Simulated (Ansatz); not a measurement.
## Decaying states in the gap of BaTiSeO2

Wanted: the relaxed cell of BaTiSeO2, its band edges and its decay constants. It is built by putting Se for part of the O in the BaTiO3 structure of space group Amm2, with the volume rescaled by atomic radii. The parent structure comes from the Materials Project.

Method: PBE DFT, plane waves, PAW files, in the first sound run; inputs show where later runs differ, in Ansatz 0.2.0.

The structure was built from a prototype and need not be the compound's stable phase.

### Step 1. Starting point

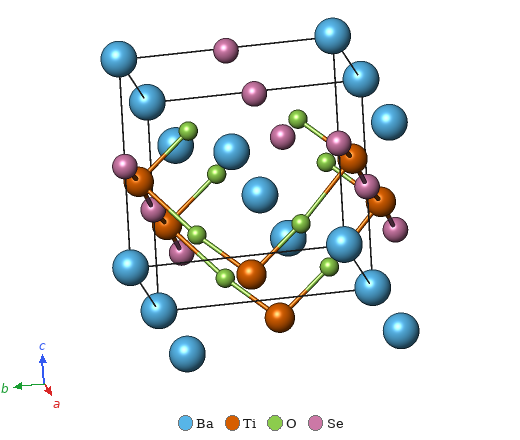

The starting structure, seen from a free direction (barium blue, titanium orange, oxygen green, selenium pink). 2×1×1 cells are drawn. This picture shows the conventional cell, with its axes. Some periodic images of atoms are drawn too.

### Step 2. Cell and atoms at rest

The substituted atoms don't fit the parent's cell, so cell and atoms relax together. A small smearing keeps the run stable in case the gap closes on the way.

input.yaml

```yaml
crystal:
  lattice:
    - [4.1601842048, 0.0, 0.0]
    - [0.0, 2.9896873683, 3.0029976122]
    - [0.0, -2.9896873683, 3.0029976122]
  atoms:
    - { symbol: Ba, position: [0.0, 0.00341385, 0.00341385] }
    - { symbol: Ti, position: [0.5, 0.51850382, 0.51850382] }
    - { symbol: O, position: [0.5, 0.97842567, 0.4913519] }
    - { symbol: O, position: [0.5, 0.4913519, 0.97842567] }
    - { symbol: Se, position: [0.0, 0.48820476, 0.48820476] }
kpoints:
  mp_grid: { grid: [6, 6, 6] }
scf:
  occupations: { method: gaussian, width: 0.03 }
hamiltonian:
  xc: pbe
output:
  forces: true
  stress: true
relax:
  f_tol: 0.02
  max_steps: 60
  cell: {}
```

Launch:

```sh
$ ansatz run input.yaml --threads 2 --pin off --max-ram 4096MiB --backend cpu --events-out ev --progress --plain --runs-dir out
```

Numbers of over 12 decimals in the logs are rounded to 6 here.

The program printed:

```text
Engine: ansatz 0.2.0, aarch64-unknown-linux-gnu
Pseudopotentials: kind: paw
Pseudopotential: Ba, paw, valence charge 10, recommended cutoff 420 eV (normal), Ba.paw.azcp
Pseudopotential: Ti, paw, valence charge 12, recommended cutoff 420 eV (normal), Ti.paw.azcp
Pseudopotential: O, paw, valence charge 6, recommended cutoff 420 eV (normal), O.paw.azcp
Pseudopotential: Se, paw, valence charge 16, recommended cutoff 420 eV (normal), Se.paw.azcp
Functional definition: PBE
  parameter kappa = 0.804
  parameter beta = 0.066725
  exchange = pbe_x(kappa = kappa, mu = beta*pi^2/3)
  correlation = pbe_c(beta = beta)
Crystal: 5 atoms, lattice volume = 74.700 Å³
Basis set: ecut = 420 eV, 1419 PW (Γ), exchange–correlation on 60×60×60 points (8 copies of the dense FFT grid, shifted against one another)
Bands: 30, of which v1, the nominal top of the filled ones, is band 25 counted from 1 (24 counted from 0)
Symmetry: 4 space group operations
Space group: Amm2 (ITA 38), of the structure as read, at distance tolerance 4.2e-5 Å
k-points: 52 of 216 (time reversal used)
Non-local potential: Ba, projectors of the file, l = 0: 3, l = 1: 2, l = 2: 2, l = 3: 2
Non-local potential: Ti, projectors of the file, l = 0: 3, l = 1: 2, l = 2: 3, l = 3: 1
Non-local potential: O, projectors of the file, l = 0: 2, l = 1: 2, l = 2: 1
Non-local potential: Se, projectors of the file, l = 0: 2, l = 1: 2, l = 2: 3, l = 3: 1
PAW form: soft (Blöchl's): semilocal exchange-correlation on the pseudo side does not see the compensation charge
PAW one-centre angular grid: Ba, 194 points (default); XC on 64 Gauss nodes
PAW one-centre angular grid: Ti, 590 points (default); XC on 64 Gauss nodes
PAW one-centre angular grid: O, 110 points (default); XC on 64 Gauss nodes
PAW one-centre angular grid: Se, 590 points (default); XC on 64 Gauss nodes
Initial density: superposition of atomic densities (neutral atoms: chi_scale 0, normalization atom), corrected by the library's trained network
Initial wavefunctions: pseudopotential atomic-orbital guess
Functional: x = pbe(κ = 0.804, μ = 0.219515), c = pbe(β = 0.066725)
SCF iter   1: F=—  HF=-15056.722453 eV  |F-HF|=—  |Δ(HF+E_count)|=         —  Δρ=3.53e-3  dr2=8.06e-3  ethr=1.77e-3  ⟨swp⟩=6.4  Hψ=6980  notcnv=0
preconditioner: auto → Resta (q_TF=auto, 2.552 Å⁻¹)  ε∞=6.3  [insulator: Δε(μ)=0.492 eV  Ē_g=10.208 eV  σ=0.030 eV  W_gap=1.00  n_scr=18 (ndim 8)  ℏωp=23.5 eV  f_vac=0.002  D(μ)=0.00/eV (n_scr^D=0)  ε∞_Penn≈6.3]
SCF iter   2: F=—  HF=-15056.721559 eV  |F-HF|=—  |Δ(HF+E_count)|=   8.94e-4  Δρ=1.87e-3  dr2=2.79e-3  ethr=1.61e-5  ⟨swp⟩=2.1  Hψ=3394  notcnv=0  defer=49
SCF iter   3: F=—  HF=-15056.721311 eV  |F-HF|=—  |Δ(HF+E_count)|=   2.49e-4  Δρ=4.06e-4  dr2=2.15e-4  ethr=5.58e-6  ⟨swp⟩=2.0  Hψ=2762  notcnv=0  defer=49
SCF iter   4: F=—  HF=-15056.721234 eV  |F-HF|=—  |Δ(HF+E_count)|=   7.71e-5  Δρ=2.02e-4  dr2=4.14e-5  ethr=4.29e-7  ⟨swp⟩=2.0  Hψ=2762  notcnv=0  defer=49
SCF iter   5: F=—  HF=-15056.721263 eV  |F-HF|=—  |Δ(HF+E_count)|=   2.97e-5  Δρ=6.82e-5  dr2=4.96e-6  ethr=8.29e-8  ⟨swp⟩=2.0  Hψ=2544  notcnv=0  defer=49
SCF iter   6: F=—  HF=-15056.721264 eV  |F-HF|=—  |Δ(HF+E_count)|=   1.02e-6  Δρ=2.87e-5  dr2=6.30e-7  ethr=9.92e-9  ⟨swp⟩=2.0  Hψ=2411  notcnv=0  defer=49
SCF iter   7: F=-15056.721265 eV  HF=-15056.721265 eV  |F-HF|=1.10e-8  |Δ(HF+E_count)|=   7.34e-8  Δρ=9.18e-6  dr2=6.28e-8  ethr=2.00e-10  ⟨swp⟩=5.9  Hψ=6760  notcnv=0
SCF 1 converged in 7 iterations: F = -15056.721265 eV  dr2 = 6.28e-8
  greatest PAW one-centre occupation: 1.000 electrons in one spin orbital (limit 2), on the Se atom at site 4 (counted from 0), in its partial waves of l = 2
relax step   1: F+E_penalty+E_count = -15056.72126457 eV  Δ(F+E_penalty+E_count) = +0.000e0 eV  max|allowed force component| = 2.512e0 eV/Å  Δτ_max = 0.0000 Å  P = +29.034 GPa  Ω = 74.700 Å³  (7 SCF iters, dr2 threshold 1.00e-7 eV, accepted)
Crystal: 5 atoms, lattice volume = 79.441 Å³
Basis set: ecut = 420 eV, 1547 PW (Γ), exchange–correlation on 60×60×60 points (8 copies of the dense FFT grid, shifted against one another)
Initial density: handed on by an earlier stage of this run
Initial wavefunctions: those handed on with the density
iter 1 solved again at ethr=2.66e-4 eV; its pass at ethr=3.10e-3 eV (dr2=1.33e-1 eV) is discarded
SCF iter   1: F=—  HF=-15058.177239 eV  |F-HF|=—  |Δ(HF+E_count)|=         —  Δρ=1.10e-2  dr2=1.34e-1  ethr=2.66e-4  ⟨swp⟩=2.0  Hψ=9013  notcnv=0
preconditioner: auto → Resta (q_TF=auto, 2.526 Å⁻¹)  ε∞=6.1  [insulator: Δε(μ)=0.853 eV  Ē_g=10.116 eV  σ=0.030 eV  W_gap=1.00  n_scr=18 (ndim 8)  ℏωp=22.8 eV  f_vac=0.006  D(μ)=0.00/eV (n_scr^D=0)  ε∞_Penn≈6.1]
SCF iter   2: F=—  HF=-15058.155839 eV  |F-HF|=—  |Δ(HF+E_count)|=   2.14e-2  Δρ=6.12e-3  dr2=4.54e-2  ethr=2.66e-4  ⟨swp⟩=2.0  Hψ=2073  notcnv=0
SCF iter   3: F=—  HF=-15058.147044 eV  |F-HF|=—  |Δ(HF+E_count)|=   8.79e-3  Δρ=1.04e-3  dr2=5.99e-4  ethr=9.08e-5  ⟨swp⟩=2.9  Hψ=2851  notcnv=0
SCF iter   4: F=—  HF=-15058.147034 eV  |F-HF|=—  |Δ(HF+E_count)|=   9.38e-6  Δρ=2.71e-4  dr2=9.72e-5  ethr=1.20e-6  ⟨swp⟩=2.0  Hψ=3150  notcnv=0  defer=5
SCF iter   5: F=—  HF=-15058.147063 eV  |F-HF|=—  |Δ(HF+E_count)|=   2.89e-5  Δρ=1.09e-4  dr2=1.74e-5  ethr=1.94e-7  ⟨swp⟩=2.0  Hψ=2830  notcnv=0  defer=5
SCF iter   6: F=—  HF=-15058.147062 eV  |F-HF|=—  |Δ(HF+E_count)|=   1.50e-6  Δρ=3.12e-5  dr2=1.06e-6  ethr=3.47e-8  ⟨swp⟩=2.5  Hψ=2857  notcnv=0  defer=5
SCF iter   7: F=-15058.147062 eV  HF=-15058.147062 eV  |F-HF|=3.83e-8  |Δ(HF+E_count)|=   1.11e-7  Δρ=8.57e-6  dr2=8.80e-8  ethr=1.00e-9  ⟨swp⟩=6.0  Hψ=6586  notcnv=0
SCF 2 converged in 7 iterations: F = -15058.147062 eV  dr2 = 8.80e-8
relax step   2: F+E_penalty+E_count = -15058.14706197 eV  Δ(F+E_penalty+E_count) = -1.426e0 eV  max|allowed force component| = 2.494e0 eV/Å  Δτ_max = 0.0382 Å  P = +15.832 GPa  Ω = 79.441 Å³  energy of the carried Pulay correction = -9.874e-3 eV  (7 SCF iters, dr2 threshold 5.00e-7 eV, accepted)
Crystal: 5 atoms, lattice volume = 84.205 Å³
Basis set: ecut = 420 eV, 1655 PW (Γ), exchange–correlation on 60×60×60 points (8 copies of the dense FFT grid, shifted against one another)
iter 1 solved again at ethr=1.66e-4 eV; its pass at ethr=3.10e-3 eV (dr2=8.31e-2 eV) is discarded
SCF iter   1: F=—  HF=-15059.214863 eV  |F-HF|=—  |Δ(HF+E_count)|=         —  Δρ=1.09e-2  dr2=8.58e-2  ethr=1.66e-4  ⟨swp⟩=2.0  Hψ=10375  notcnv=0
preconditioner: auto → Resta (q_TF=auto, 2.501 Å⁻¹)  ε∞=5.9  [insulator: Δε(μ)=1.254 eV  Ē_g=10.053 eV  σ=0.030 eV  W_gap=1.00  n_scr=26 (ndim 8)  ℏωp=22.2 eV  f_vac=0.008  D(μ)=0.00/eV (n_scr^D=0)  ε∞_Penn≈5.9]
[...]
relax step   5: F+E_penalty+E_count = -15059.83349867 eV  Δ(F+E_penalty+E_count) = -1.991e-1 eV  max|allowed force component| = 4.665e-1 eV/Å  Δτ_max = 0.0384 Å  P = -2.428 GPa  Ω = 100.011 Å³  energy of the carried Pulay correction = -4.656e-2 eV  (9 SCF iters, dr2 threshold 5.00e-7 eV, accepted)
relax step   6: F+E_penalty+E_count = -15059.86659302 eV  Δ(F+E_penalty+E_count) = -3.309e-2 eV  max|allowed force component| = 2.253e-1 eV/Å  Δτ_max = 0.0546 Å  P = -0.145 GPa  Ω = 96.813 Å³  energy of the carried Pulay correction = -4.142e-2 eV  (8 SCF iters, dr2 threshold 5.00e-7 eV, accepted)
relax step   7: F+E_penalty+E_count = -15059.88373039 eV  Δ(F+E_penalty+E_count) = -1.714e-2 eV  max|allowed force component| = 2.097e-1 eV/Å  Δτ_max = 0.0412 Å  P = +0.799 GPa  Ω = 96.377 Å³  energy of the carried Pulay correction = -4.071e-2 eV  (8 SCF iters, dr2 threshold 5.00e-7 eV, accepted)
relax step   8: F+E_penalty+E_count = -15059.89009135 eV  Δ(F+E_penalty+E_count) = -6.361e-3 eV  max|allowed force component| = 3.793e-2 eV/Å  Δτ_max = 0.0298 Å  P = +0.112 GPa  Ω = 96.886 Å³  energy of the carried Pulay correction = -4.154e-2 eV  (6 SCF iters, dr2 threshold 5.00e-7 eV, accepted)
relax step   9: F+E_penalty+E_count = -15059.89010479 eV  Δ(F+E_penalty+E_count) = -1.344e-5 eV  max|allowed force component| = 1.687e-2 eV/Å  Δτ_max = 0.0084 Å  P = -0.012 GPa  Ω = 97.304 Å³  energy of the carried Pulay correction = -4.222e-2 eV  (6 SCF iters, dr2 threshold 1.87e-7 eV, accepted)
relax step  10: F+E_penalty+E_count = -15059.89012920 eV  Δ(F+E_penalty+E_count) = -2.441e-5 eV  max|allowed force component| = 8.393e-3 eV/Å  Δτ_max = 0.0040 Å  P = -0.010 GPa  Ω = 97.324 Å³  energy of the carried Pulay correction = -4.226e-2 eV  (6 SCF iters, dr2 threshold 3.05e-8 eV, accepted)
relax step  11: F+E_penalty+E_count = -15060.07640735 eV  Δ(F+E_penalty+E_count) = -1.863e-1 eV  max|allowed force component| = 2.494e-2 eV/Å  Δτ_max = 0.0000 Å  P = +2.434 GPa  Ω = 97.324 Å³  stress off target by 3.38e0 GPa  SCF on the basis re-selected at this cell (its energy is not comparable with the rows above)  (10 SCF iters)
relax step  12: F+E_penalty+E_count = -15060.10208827 eV  Δ(F+E_penalty+E_count) = -2.568e-2 eV  max|allowed force component| = 1.088e-1 eV/Å  Δτ_max = 0.0179 Å  P = +0.640 GPa  Ω = 100.558 Å³  energy of the carried Pulay correction = -5.639e-3 eV  (6 SCF iters, dr2 threshold 5.00e-7 eV, accepted)
relax step  13: F+E_penalty+E_count = -15060.10344046 eV  Δ(F+E_penalty+E_count) = -1.352e-3 eV  max|allowed force component| = 1.156e-2 eV/Å  Δτ_max = 0.0087 Å  P = +0.052 GPa  Ω = 101.931 Å³  energy of the carried Pulay correction = -8.513e-3 eV  (6 SCF iters, dr2 threshold 5.00e-7 eV, accepted)
relax step  14: F+E_penalty+E_count = -15060.10330264 eV  Δ(F+E_penalty+E_count) = +1.378e-4 eV  max|allowed force component| = 4.376e-3 eV/Å  Δτ_max = 0.0028 Å  P = -0.011 GPa  Ω = 102.045 Å³  energy of the carried Pulay correction = -8.765e-3 eV  (6 SCF iters, dr2 threshold 4.17e-8 eV, accepted)
relax step  15: F+E_penalty+E_count = -15060.11240499 eV  Δ(F+E_penalty+E_count) = -9.102e-3 eV  max|allowed force component| = 4.721e-3 eV/Å  Δτ_max = 0.0000 Å  P = +0.013 GPa  Ω = 102.045 Å³  stress off target by 5.60e-2 GPa  SCF on the basis re-selected at this cell (its energy is not comparable with the rows above)  (8 SCF iters)
relax step  16: F+E_penalty+E_count = -15060.11241286 eV  Δ(F+E_penalty+E_count) = -7.873e-6 eV  max|allowed force component| = 2.174e-3 eV/Å  Δτ_max = 0.0011 Å  P = -0.012 GPa  Ω = 102.061 Å³  energy of the carried Pulay correction = -2.052e-5 eV  (6 SCF iters, dr2 threshold 7.83e-9 eV, accepted)
iter 1 solved again at ethr=1.50e-7 eV; its pass at ethr=3.10e-3 eV (dr2=7.48e-5 eV) is discarded
SCF iter   1: F=—  HF=-15060.112311 eV  |F-HF|=—  |Δ(HF+E_count)|=         —  Δρ=7.15e-6  dr2=1.03e-8  ethr=1.50e-7  ⟨swp⟩=3.0  Hψ=12241  notcnv=0
eigensolver tolerance schedule: the retry pair's looser diagonalisation over-reported the residual by 7262.61 of it (diagonalisation noise at 0.54 of the residual, at the tolerance the schedule requests for it); recorded, not acted on — ethr = c·dr2/N_el stays at c = 1.0e-1
preconditioner: auto → Resta (q_TF=auto, 2.422 Å⁻¹)  ε∞=4.9  [insulator: Δε(μ)=2.227 eV  Ē_g=10.186 eV  σ=0.030 eV  W_gap=1.00  n_scr=26 (ndim 8)  ℏωp=20.1 eV  f_vac=0.030  D(μ)=0.00/eV (n_scr^D=0)  ε∞_Penn≈4.9]
SCF iter   2: F=—  HF=-15060.112410 eV  |F-HF|=—  |Δ(HF+E_count)|=   9.92e-5  Δρ=3.84e-6  dr2=2.81e-9  ethr=2.06e-11  ⟨swp⟩=3.5  Hψ=4107  notcnv=0
SCF iter   3: F=—  HF=-15060.112410 eV  |F-HF|=—  |Δ(HF+E_count)|=   4.57e-9  Δρ=2.29e-6  dr2=1.20e-9  ethr=5.61e-12  ⟨swp⟩=2.2  Hψ=2265  notcnv=0
SCF iter   4: F=—  HF=-15060.112410 eV  |F-HF|=—  |Δ(HF+E_count)|=   3.16e-9  Δρ=1.56e-6  dr2=2.74e-9  ethr=2.39e-12  ⟨swp⟩=2.0  Hψ=2572  notcnv=0  recentre
SCF iter   5: F=-15060.112410 eV  HF=-15060.112410 eV  |F-HF|=3.09e-11  |Δ(HF+E_count)|=  3.57e-10  Δρ=2.59e-7  dr2=5.00e-11  ethr=1.00e-12  ⟨swp⟩=4.1  Hψ=7257  notcnv=0
SCF 17 converged in 5 iterations: F = -15060.112410 eV  dr2 = 5.00e-11
relax step  17: F+E_penalty+E_count = -15060.11241042 eV  Δ(F+E_penalty+E_count) = +2.447e-6 eV  max|allowed force component| = 2.201e-3 eV/Å  Δτ_max = 0.0000 Å  P = -0.012 GPa  Ω = 102.061 Å³  stress off target by 1.67e-2 GPa  SCF on the basis re-selected at this cell (its energy is not comparable with the rows above)  (5 SCF iters)
basis re-selected at this cell: Δ(F+E_penalty+E_count) = +2.447e-6 eV, ΔP = -0.000 GPa vs the last step (what re-selecting the basis moved, of the pressure what is left beyond the Pulay correction that the steps carried, after the strain that the cell walked since its last selection, with what the two solves' SCF thresholds leave and, on support functions, any second-order correction that the steps lacked; it is no m [...]
SCF converged after 5 iterations
Free energy (F): -15060.112410 eV
Harris-Foulkes:  -15060.112410 eV  (|F-HF|=3.09e-11)
Internal energy: -15060.112410 eV  (E = F + TS)
E sigma→0 (E₀):  -15060.112410 eV
Fermi energy:    8.603215 eV
--- Per-component energies (eV) ---
  E_band       = -643.482459
  E_kinetic    = 910.035446
  E_local      = -4967.074179  (includes V_loc(G=0)·N_el)
  E_nonlocal   = -438.678863
  E_hartree    = 2227.024370
  E_xc         = -519.623163
  E_vxc        = -546.851166  (∫ρ·V_xc dr)
  E_paw        = -8498.119324  (= ΣΔE_a)
  E_vpaw       = -54.966753  (= ΣTr[D̂ρ^β])
  E_aug_tail   = 0.004374  (compensation charges beyond the density's cutoff)
  E_ewald      = -3773.681072
  E_smearing   = -0.000000  (= −TS)
  E_closure    = -0.000000  (closes the sum)
  Σ components = -15060.112410   (vs F -15060.112410, Δ=0.00e0)
--- Forces (eV/Å), atoms counted from 1 ---
  atom   1  Ba     0.00000000     0.00000000     0.00048032
  atom   2  Ti     0.00000000     0.00000000     0.00053754
  atom   3  O      0.00000000    -0.00220076    -0.00090747
  atom   4  O      0.00000000     0.00220076    -0.00090747
  atom   5  Se     0.00000000     0.00000000     0.00079580
  max |Σ_I F_I| component: 1.26e-6 eV/Å
--- Stress (GPa, compression-positive) ---
       -0.004111       0.000000       0.000000
        0.000000      -0.013697       0.000000
        0.000000       0.000000      -0.016723
  P = ⅓ Tr σ = -0.0115 GPa (-0.115 kbar)
--- Relaxed structure (14 steps of the walk, 14 accepted, 3 SCFs on fresh bases) ---
  F+E_penalty+E_count = -15060.11241042 eV   max|allowed force component| = 2.201e-3 eV/Å   (the final SCF, on the basis selected at the relaxed cell)
  cell:  # Å, volume = 102.0613 Å³
    - [4.833127, 0.0, 0.0]
    - [0.0, 3.218118, 3.280960]
    - [0.0, -3.218118, 3.280960]
  atoms:
    - { symbol: Ba, position: [0, -0.032310, -0.032310] }
    - { symbol: Ti, position: [0.5, 0.575292, 0.575292] }
    - { symbol: O, position: [0.5, 0.953050, 0.533034] }
    - { symbol: O, position: [0.5, 0.533034, 0.953050] }
    - { symbol: Se, position: [0, 0.450834, 0.450834] }
```

The job ended after 1.7 min (2 threads of Arm Neoverse V2, shared host; peak memory 0.46 GiB).

Relaxation path:

```csv
step,energy less that of the first step (eV),largest force component (eV/Å),pressure (GPa),volume (Å³)
1,0.0000,2.5122,29.03,74.70
2,-1.4258,2.4938,15.83,79.44
3,-2.4649,1.9932,8.95,84.20
4,-2.9132,2.9925,8.95,92.04
5,-3.1122,0.4665,-2.43,100.01
6,-3.1453,0.2253,-0.15,96.81
7,-3.1625,0.2097,0.80,96.38
8,-3.1688,0.0379,0.11,96.89
9,-3.1688,0.0169,-0.01,97.30
10,-3.1689,0.0084,-0.01,97.32
11*,-3.3551,0.0249,2.43,97.32
12,-3.3808,0.1088,0.64,100.56
13,-3.3822,0.0116,0.05,101.93
14,-3.3820,0.0044,-0.01,102.05
15*,-3.3911,0.0047,0.01,102.05
16,-3.3911,0.0022,-0.01,102.06
17*,-3.3911,0.0022,-0.01,102.06
```

Relaxation steps marked * repeat the geometry before them on a plane-wave basis chosen anew for their cell, so energy and pressure can jump there.

The run keeps the 4 symmetry operations that it works with, so distortions that break them were not tested.

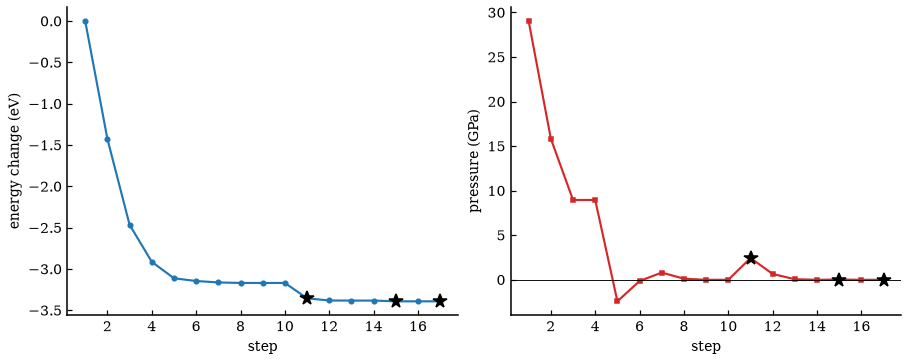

Energy and pressure along the relaxation. Stars mark steps on a basis chosen anew.

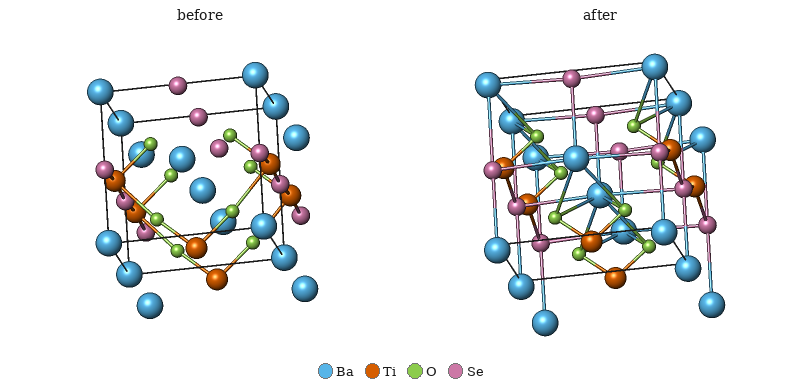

Before and after, at one scale.

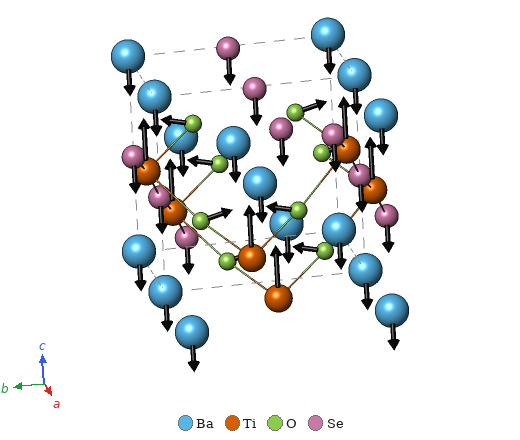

Displacements in the relaxation, exaggerated, measured against the changing cell; the longest in the cell stands for 0.37 Å. 2×1×1 conventional cells are drawn. Some periodic images of atoms are drawn too.

```csv
cell as run,before,after,change
a (Å),4.160,4.833,+16.2 %
b (Å),4.237,4.596,+8.5 %
c (Å),4.237,4.596,+8.5 %
α (°),89.75,88.89,-1.0 %
volume (Å³/atom),14.94,20.41,+36.6 %
```

The atoms that moved most (Å, as changes of fractional coordinates times the final cell):

```
atom     dx      dy      dz  length
 Ti2  0.000   0.000   0.373   0.373
 Se5  0.000   0.000  -0.245   0.245
 Ba1  0.000   0.000  -0.234   0.234
  O3  0.000  -0.216   0.054   0.222
  O4  0.000   0.216   0.054   0.222
```

The relaxed structure:

```cif
data_structure
_symmetry_space_group_name_H-M 'P 1'
_symmetry_Int_Tables_number 1
_cell_length_a 4.8331
_cell_length_b 4.5958
_cell_length_c 4.5958
_cell_angle_alpha 88.892
_cell_angle_beta 90.000
_cell_angle_gamma 90.000
_cell_volume 102.06
loop_
_atom_site_label
_atom_site_type_symbol
_atom_site_fract_x
_atom_site_fract_y
_atom_site_fract_z
_atom_site_occupancy
Ba1 Ba 0.00000 0.96769 0.96769 1
Ti2 Ti 0.50000 0.57529 0.57529 1
O3 O 0.50000 0.95305 0.53303 1
O4 O 0.50000 0.53303 0.95305 1
Se5 Se 0.00000 0.45083 0.45083 1
```

This step gave:

- free energy: -15060.1124 eV
- Fermi energy: 8.603 eV
- pressure: -0.01151 GPa

The largest force component on a free atom ends at 0.0022 eV/Å.

(Continued in part 2 of 2.)

[Logs are printed without paths, hosts, clocks, repeated set-up lines and the standing remarks that a program may print on its own settings, such as how far it seeks lower states.]

[Hosts, paths, dates, database ids (printed as entryN), source tags and the programs' standing remarks are cut or masked in the printed files.]
